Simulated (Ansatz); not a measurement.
**SiGeO (triplet): the correlation ladder at a displaced geometry (v2), cc-pVDZ**

How much of the correlation energy of SiGeO (triplet) does each wave-function method recover here?

Computed with Ansatz 0.2.0, Gaussian basis. Level: cc-pVDZ, core rule «outside noble gas», up to 20 orbitals frozen.

Plan: UHF; CCSD(T) on ROHF; CCSD(T) on UHF; BCCD(T) on ROHF; CISD as a restricted active space (open shells left free, so some higher excitations enter); CCSDT(Q) on ROHF; CCSDT(Q) on UHF.

31 further runs of the same task are left out: 11 that didn't finish, 20 set aside as unsound or not needed. Runs told in other sessions of the task aren't counted.

**1. The geometry**

The geometry is a PBE0/def2-TZVP stationary point (not a proven minimum) with its atoms shifted at random (size 0.100 Å). No spin-orbit coupling is included. The filled d shell of Ge may be among the frozen orbitals whatever the setting's name suggests.

3 atoms, charge 0, spin multiplicity 3.

Atoms are counted from 1 here; the program's logs count them from 0.

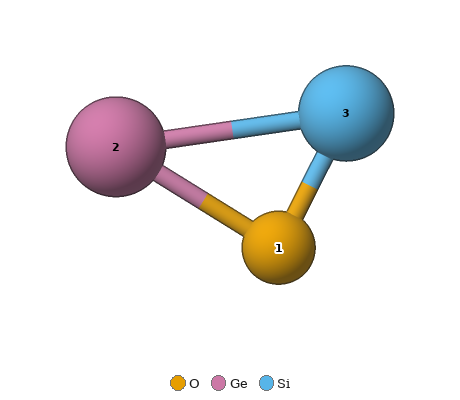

The structure; oxygen amber, germanium pink, silicon blue; atoms are numbered from 1 in the order of the file.

In the tables R marks a restricted open-shell determinant and U an unrestricted one; energies count from the table's Hartree-Fock row.

**2. UHF**

in.yaml reads:

```yaml
crystal:
  periodic: [false, false, false]
  atoms:
    - {symbol: O, position_ang: [0.123839, -1.020453, -0.864778]}
    - {symbol: Ge, position_ang: [-0.041035, 0.081815, 0.815251]}
    - {symbol: Si, position_ang: [0.035585, 0.369713, -1.615920]}
basis:
  gaussian: {orbitals: cc-pVDZ}
magnetization: {spin_polarized: true, initial_magnetization: 2}
hamiltonian: {xc: hf}
output: {orbitals: {seedname: orbitals}}
```

Started as:

```bash
$ ansatz run in.yaml --threads 1 --pin off --events-out ev --progress --plain --max-ram 2393MiB
```

The program printed:

```text
Functional definition: HF
  name "HF"
  cite "Fock, Z. Phys. 61, 126 (1930) doi:10.1007/BF01340294"
  parent pbe
  exchange = exact_x
  correlation = 0
641 factors; integrals over basis functions are off by at most 7.2e-4 eV
mean field evaluation 1: about -66367.2089 eV, gradient 2.8e1 eV
mean field evaluation 2: about -66367.3572 eV, gradient 2.8e1 eV
mean field evaluation 4: about -66371.0678 eV, gradient 2.3e0 eV
mean field evaluation 8: about -66371.3452 eV, gradient 4.7e-1 eV
mean field evaluation 16: about -66371.3622 eV, gradient 2.8e-5 eV
mean field evaluation 32: about -66368.4358 eV, gradient 7.2e0 eV
mean field evaluation 64: about -66363.7706 eV, gradient 7.1e0 eV
mean field -66371.36219184 eV, -2439.1025724251 hartree, gradient 2.8e-5 eV, S^2 2.068112; 2 other end points of the search recorded, 0 dependent functions left out
reference -66371.36219184 eV, -2439.1025724251 hartree; 28, 26 occupied and 31, 33 virtual orbitals, 641 factors
Total energy: -66371.36219184 eV, -2439.1025724251 hartree
```

Wall time 2.2 s (1 thread of Arm Neoverse V1, shared host).

From the report: ⟨S²⟩ of the determinant 2.068 (pure triplet: 2.00).

**3. CCSD(T) on ROHF**

in.yaml, as its differences from that of step 2:

```diff
@@ -8,4 +8,3 @@
   gaussian: {orbitals: cc-pVDZ}
-magnetization: {spin_polarized: true, initial_magnetization: 2}
-hamiltonian: {xc: hf}
-output: {orbitals: {seedname: orbitals}}
+magnetization: {spin_polarized: false, initial_magnetization: 2}
+correlation: {method: ccsd_t, electrons: outside_noble_gas}
```

Launched as before.

The program printed, shortened:

```text
Functional definition: HF
  name "HF"
  cite "Fock, Z. Phys. 61, 126 (1930) doi:10.1007/BF01340294"
  parent pbe
[...]
641 factors; integrals over basis functions are off by at most 7.2e-4 eV
[...]
mean field -66371.15030783 eV, -2439.0947858313 hartree, gradient 2.9e-6 eV, S^2 2.000000; 9 other end points of the search recorded, 0 dependent functions left out
[...]
determinant -66371.15030783 eV, -2439.0947858313 hartree, with singles and doubles -66380.58674121 eV, -2439.4415683617 hartree
determinant -66369.28304658 eV, -2439.0261652461 hartree, with singles and doubles -66379.17647681 eV, -2439.3897421008 hartree
determinant -66369.12092775 eV, -2439.0202074887 hartree, with singles and doubles -66378.47420033 eV, -2439.3639339164 hartree
determinant -66368.91295914 eV, -2439.0125647834 hartree, with singles and doubles -66378.34669691 eV, -2439.3592482519 hartree
determinant -66367.21646769 eV, -2438.9502198724 hartree, with singles and doubles -66375.87658547 eV, -2439.2684733308 hartree
20 core orbitals not correlated: weight in the atoms' cores, before any rotation towards them, 0.997 or more for the frozen orbitals, at most 0.003 for the correlated occupied ones
reference -66371.15030783 eV, -2439.0947858313 hartree; 8, 6 occupied and 31, 33 virtual orbitals, 641 factors
second order -8.82577433 eV of doubles, -0.07805772 eV of singles
cycle   1  -9.43625818 eV  change    1.8e-4 eV  update   2.8e-3
[...]
cycle   9  -9.43744281 eV  change   -1.5e-6 eV  update   1.2e-5
perturbative correction -0.38727500 eV, -0.0142320939 hartree
Total energy: -66380.97502565 eV, -2439.4558375517 hartree
```

Run time: 13 s. Hardware: 1 thread of Arm Neoverse V1, shared host.

From the report: correlation -9.8247 eV; T1 0.031; largest double amplitude 0.05.

**4. CCSD(T) on UHF**

in.yaml, as its differences from that of step 3:

```diff
@@ -8,3 +8,3 @@
   gaussian: {orbitals: cc-pVDZ}
-magnetization: {spin_polarized: false, initial_magnetization: 2}
+magnetization: {spin_polarized: true, initial_magnetization: 2}
 correlation: {method: ccsd_t, electrons: outside_noble_gas}
```

Launched as before.

The program printed, shortened:

```text
Functional definition: HF
  name "HF"
  cite "Fock, Z. Phys. 61, 126 (1930) doi:10.1007/BF01340294"
  parent pbe
[...]
641 factors; integrals over basis functions are off by at most 7.2e-4 eV
[...]
mean field -66371.36219184 eV, -2439.1025724251 hartree, gradient 2.7e-6 eV, S^2 2.068111; 4 other end points of the search recorded, 0 dependent functions left out
20 core orbitals not correlated: weight in the atoms' cores, before any rotation towards them, 0.997 or more for the frozen orbitals, at most 0.003 for the correlated occupied ones
reference -66371.36219184 eV, -2439.1025724251 hartree; 8, 6 occupied and 31, 33 virtual orbitals, 641 factors
second order -8.61920296 eV of doubles, -0.00000000 eV of singles
cycle   1  -8.66147597 eV  change   -4.2e-2 eV  update   1.3e-1
[...]
cycle  15  -9.23509454 eV  change    8.7e-6 eV  update   9.2e-6
perturbative correction -0.37913918 eV, -0.0139331080 hartree
Total energy: -66380.97642557 eV, -2439.4558889977 hartree
```

It took 10 s on 1 thread of Arm Neoverse V1, shared host.

From the report: ⟨S²⟩ of the determinant 2.068 (pure triplet: 2.00); correlation -9.6142 eV; T1 0.032; largest double amplitude 0.05.

**5. BCCD(T) on ROHF**

in.yaml, as its differences from that of step 4:

```diff
@@ -8,3 +8,3 @@
   gaussian: {orbitals: cc-pVDZ}
-magnetization: {spin_polarized: true, initial_magnetization: 2}
-correlation: {method: ccsd_t, electrons: outside_noble_gas}
+magnetization: {spin_polarized: false, initial_magnetization: 2}
+correlation: {method: bccd_t, electrons: outside_noble_gas}
```

The command is unchanged.

The program printed, shortened:

```text
Functional definition: HF
  name "HF"
  cite "Fock, Z. Phys. 61, 126 (1930) doi:10.1007/BF01340294"
  parent pbe
[...]
641 factors; integrals over basis functions are off by at most 7.2e-4 eV
[...]
mean field -66371.15030783 eV, -2439.0947858313 hartree, gradient 2.9e-6 eV, S^2 2.000000; 9 other end points of the search recorded, 0 dependent functions left out
[...]
determinant -66371.15030783 eV, -2439.0947858313 hartree, with singles and doubles -66380.58674121 eV, -2439.4415683617 hartree
determinant -66369.28304658 eV, -2439.0261652461 hartree, with singles and doubles -66379.17647681 eV, -2439.3897421008 hartree
determinant -66369.12092775 eV, -2439.0202074887 hartree, with singles and doubles -66378.47420033 eV, -2439.3639339164 hartree
determinant -66368.91295914 eV, -2439.0125647834 hartree, with singles and doubles -66378.34669691 eV, -2439.3592482519 hartree
determinant -66367.21646769 eV, -2438.9502198724 hartree, with singles and doubles -66375.87658547 eV, -2439.2684733308 hartree
20 core orbitals not correlated: weight in the atoms' cores, before any rotation towards them, 0.997 or more for the frozen orbitals, at most 0.003 for the correlated occupied ones
reference -66371.15030783 eV, -2439.0947858313 hartree; 8, 6 occupied and 31, 33 virtual orbitals, 641 factors
second order -8.82577433 eV of doubles, -0.07805772 eV of singles
cycle   1  -9.37868861 eV  change    5.8e-2 eV  update   2.3e-2
[...]
cycle  12  -9.39296519 eV  change    2.5e-6 eV  update   1.2e-5
perturbative correction -0.43921689 eV, -0.0161409229 hartree
Total energy: -66380.98248990 eV, -2439.4561118580 hartree
```

Run time: 14 s. Hardware: 1 thread of Arm Neoverse V1, shared host.

From the report: correlation -9.8322 eV; largest double amplitude 0.05.

**6. CISD as a restricted active space (open shells left free, so some higher excitations enter)**

in.yaml, as its differences from that of step 5:

```diff
@@ -9,2 +9,2 @@
 magnetization: {spin_polarized: false, initial_magnetization: 2}
-correlation: {method: bccd_t, electrons: outside_noble_gas}
+correlation: {active_space: {ras: {orbitals: [6, 2, 31], electrons: 14, max_holes: 2, max_particles: 2}, fixed_orbitals: true}}
```

Same command.

The program printed:

```text
Functional definition: HF
  name "HF"
  cite "Fock, Z. Phys. 61, 126 (1930) doi:10.1007/BF01340294"
  parent pbe
  exchange = exact_x
  correlation = 0
641 factors; integrals over basis functions are off by at most 7.2e-4 eV
mean field evaluation 1: about -66366.9600 eV, gradient 4.0e1 eV
mean field evaluation 2: about -66367.0993 eV, gradient 4.0e1 eV
mean field evaluation 4: about -66370.9431 eV, gradient 3.6e0 eV
mean field evaluation 8: about -66371.1479 eV, gradient 2.9e-1 eV
mean field evaluation 16: about -66364.2480 eV, gradient 3.1e1 eV
mean field evaluation 32: about -66371.1499 eV, gradient 9.7e-2 eV
mean field evaluation 64: about -66367.8501 eV, gradient 3.5e0 eV
mean field -66371.15030783 eV, -2439.0947858313 hartree, gradient 2.9e-6 eV, S^2 2.000000; 6 other end points of the search recorded, 0 dependent functions left out
reference -66371.15030783 eV, -2439.0947858313 hartree; 28, 26 occupied and 31, 33 virtual orbitals, 641 factors
state -66379.56729424 eV, -2439.4041043766 hartree
Total energy: -66379.56729424 eV, -2439.4041043766 hartree
```

Run time: 11 s. Hardware: 1 thread of Arm Neoverse V1, shared host.

From the report: 151,326 determinants.

**7. CCSDT(Q) on ROHF**

in.yaml, as its differences from that of step 6:

```diff
@@ -9,2 +9,2 @@
 magnetization: {spin_polarized: false, initial_magnetization: 2}
-correlation: {active_space: {ras: {orbitals: [6, 2, 31], electrons: 14, max_holes: 2, max_particles: 2}, fixed_orbitals: true}}
+correlation: {method: ccsdt_q, electrons: outside_noble_gas}
```

Same command.

The program printed, shortened:

```text
Functional definition: HF
  name "HF"
  cite "Fock, Z. Phys. 61, 126 (1930) doi:10.1007/BF01340294"
  parent pbe
[...]
1139 factors; integrals over basis functions are off by at most 1.6e-7 eV
[...]
mean field -66371.15058457 eV, -2439.0947960013 hartree, gradient 2.2e-6 eV, S^2 2.000000; 8 other end points of the search recorded, 0 dependent functions left out
[...]
determinant -66371.15058457 eV, -2439.0947960013 hartree, with singles and doubles -66380.58702403 eV, -2439.4415787551 hartree
determinant -66369.28330734 eV, -2439.0261748287 hartree, with singles and doubles -66379.17673218 eV, -2439.3897514855 hartree
determinant -66369.12122326 eV, -2439.0202183487 hartree, with singles and doubles -66378.47450502 eV, -2439.3639451134 hartree
determinant -66368.91322813 eV, -2439.0125746688 hartree, with singles and doubles -66378.34697075 eV, -2439.3592583155 hartree
determinant -66367.21674333 eV, -2438.9502300020 hartree, with singles and doubles -66375.87687905 eV, -2439.2684841199 hartree
20 core orbitals not correlated: weight in the atoms' cores, before any rotation towards them, 0.997 or more for the frozen orbitals, at most 0.003 for the correlated occupied ones
reference -66371.15058457 eV, -2439.0947960013 hartree; 8, 6 occupied and 31, 33 virtual orbitals, 1139 factors
second order -8.82578499 eV of doubles, -0.07805760 eV of singles
cycle   1  -8.90274903 eV  change    4.0e-3 eV  update   1.4e-1
[...]
cycle  22  -9.85789298 eV  change   -1.3e-6 eV  update   1.5e-6
perturbative correction -0.03703034 eV, -0.0013608398 hartree
Total energy: -66381.04550789 eV, -2439.4584277264 hartree
```

Run time: 68 s. Hardware: 1 thread of Arm Neoverse V1, shared host; peak memory 0.75 GiB.

From the report: correlation -9.8949 eV; T1 0.033; largest double amplitude 0.06.

**8. CCSDT(Q) on UHF**

in.yaml, as its differences from that of step 7:

```diff
@@ -8,3 +8,3 @@
   gaussian: {orbitals: cc-pVDZ}
-magnetization: {spin_polarized: false, initial_magnetization: 2}
+magnetization: {spin_polarized: true, initial_magnetization: 2}
 correlation: {method: ccsdt_q, electrons: outside_noble_gas}
```

Same command.

The program printed, shortened:

```text
Functional definition: HF
  name "HF"
  cite "Fock, Z. Phys. 61, 126 (1930) doi:10.1007/BF01340294"
  parent pbe
[...]
1139 factors; integrals over basis functions are off by at most 1.6e-7 eV
[...]
mean field -66371.36247063 eV, -2439.1025826704 hartree, gradient 1.4e-6 eV, S^2 2.068113; 5 other end points of the search recorded, 0 dependent functions left out
determinant -66371.36247063 eV, -2439.1025826704 hartree, with singles and doubles -66380.59518336 eV, -2439.4418786052 hartree
determinant -66369.37847949 eV, -2439.0296723409 hartree, with singles and doubles -66378.46427895 eV, -2439.3635693122 hartree
determinant -66369.12477979 eV, -2439.0203490486 hartree, with singles and doubles -66378.36853181 eV, -2439.3600506699 hartree
20 core orbitals not correlated: weight in the atoms' cores, before any rotation towards them, 0.997 or more for the frozen orbitals, at most 0.003 for the correlated occupied ones
reference -66371.36247063 eV, -2439.1025826704 hartree; 8, 6 occupied and 31, 33 virtual orbitals, 1139 factors
second order -8.61920943 eV of doubles, -0.00000000 eV of singles
cycle   1  -8.66148046 eV  change   -4.2e-2 eV  update   1.4e-1
[...]
cycle  24  -9.65125631 eV  change   -5.4e-7 eV  update   6.6e-7
perturbative correction -0.04612597 eV, -0.0016950983 hartree
Total energy: -66381.05985292 eV, -2439.4589548963 hartree
```

It took 58 s on 1 thread of Arm Neoverse V1, shared host; peak memory 0.56 GiB.

From the report: ⟨S²⟩ of the determinant 2.068 (pure triplet: 2.00); correlation -9.6974 eV; T1 0.035; largest double amplitude 0.06.

**9. The ladder**

The yardstick is UCCSDT(Q), where the cluster series has nearly closed. Rows without a time are mean-field rows or come out of runs for another level: lower rungs of the coupled-cluster runs, or the Hartree-Fock search.

Differences are taken before rounding.

```csv
method,energy from the lowest ROHF (meV),from UCCSDT(Q) (meV),time
ROHF,0.0,+9909.5,
UHF,-211.9,+9697.7,
RMP2,-8903.8,+1005.7,
UMP2,-8831.1,+1078.5,
RCCSD,-9437.4,+472.1,
UCCSD,-9447.0,+462.6,
RCCSD(T),-9824.7,+84.8,13 s
UCCSD(T),-9826.1,+83.4,10 s
BCCD(T),-9832.2,+77.4,14 s
RCCSDT,-9858.2,+51.4,
UCCSDT,-9863.4,+46.1,
RCCSDT(Q),-9895.2,+14.3,68 s
UCCSDT(Q),-9909.5,0,58 s
```

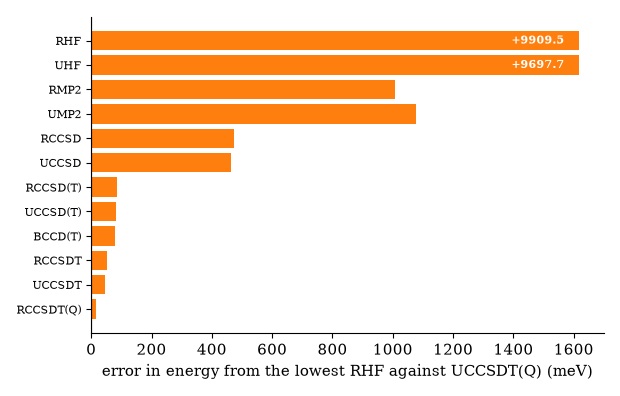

Error of each method against UCCSDT(Q). Bars with a number in them are cut short.

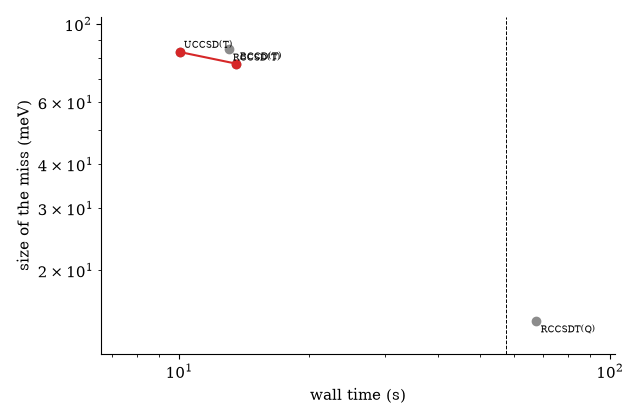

Accuracy for the time spent; red marks the levels that beat every quicker one drawn (of those quicker than the yardstick), and the dashed line is the time of UCCSDT(Q). Times are from a shared host.

Not comparable, so not listed: CISD as a restricted active space (open shells left free, so some higher excitations enter) (they don't share determinant, frozen orbitals or solution with the rows shown, or repeat one).

**10. Outcome**

| quantity | value |
| --- | --- |
| UCCSDT(Q) from the ROHF energy | -9.9095 eV |
| RMP2 from UCCSDT(Q) | +1005.7 meV |
| UMP2 from UCCSDT(Q) | +1078.5 meV |
| RCCSD from UCCSDT(Q) | +472.1 meV |
| RCCSD(T) from UCCSDT(Q) | +84.8 meV |
| UCCSD(T) from UCCSDT(Q) | +83.4 meV |
| RCCSDT(Q) from UCCSDT(Q) | +14.3 meV |
| levels within 1 kcal/mol (43 meV) | RCCSDT(Q) |
| T1 diagnostic | 0.031 |

RCCSD(T) misses by +84.8 meV, 0.9 % of the correlation energy. These misses are within one basis, not against nature; the frozen cores of restricted and unrestricted runs differ, which can shift their rows.

For cost: BCCD(T) gets within 77.4 meV in 14 s, where UCCSDT(Q) took 58 s; the quickest level in the cost chart, UCCSD(T), takes 10 s and misses by 83.4 meV.
